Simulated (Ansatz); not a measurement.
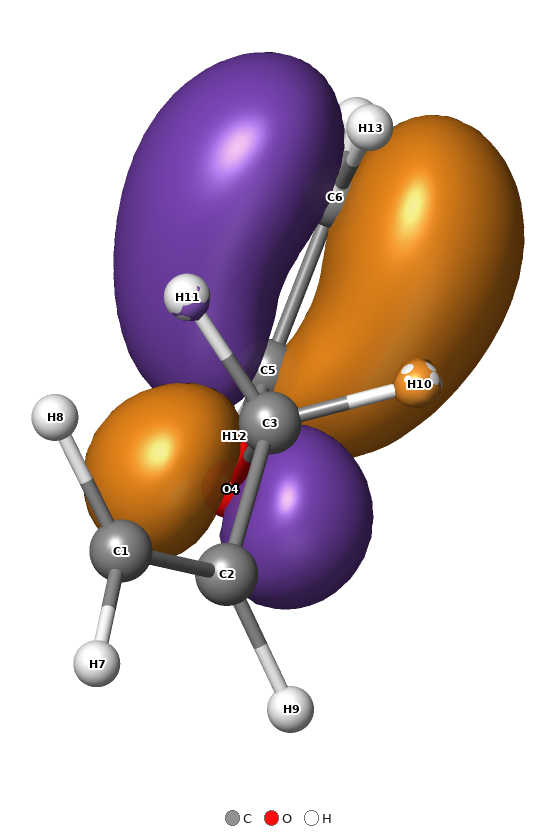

The picture shows: C$_{5}$H$_{8}$O (SMILES C=CCOC=C). The HOMO at ±0.15 Å⁻³ᐟ² (orange and purple are the two phases), seen at an oblique angle.

Geometry: PBE0-D4/def2-TZVP.

All numbers below come from Ansatz 0.2.0, RKS PBE0-D4/def2-TZVPP.

```xyz
14

C    -2.1394   -1.6872    0.1225
C    -0.8241   -1.5389    0.1381
C    -0.1406   -0.2249    0.2683
O     0.8255   -0.1159   -0.7613
C     1.5669    1.0052   -0.7698
C     1.5034    2.0390    0.0644
H    -2.5991   -2.6665    0.0633
H    -2.8062   -0.8320    0.1728
H    -0.1712   -2.4058    0.0765
H     0.3672   -0.1500    1.2408
H    -0.8599    0.6003    0.2003
H     2.2754    0.9777   -1.5911
H     0.8086    2.1017    0.8905
H     2.1806    2.8678   -0.0863
```

Q: Where does this orbital lie, and at what energy?

A: By Hirshfeld shares it lies mainly on C6 (about 40 %), O4 (about 25 %) and C5 (about 20 %). Its energy is −6.76 eV.
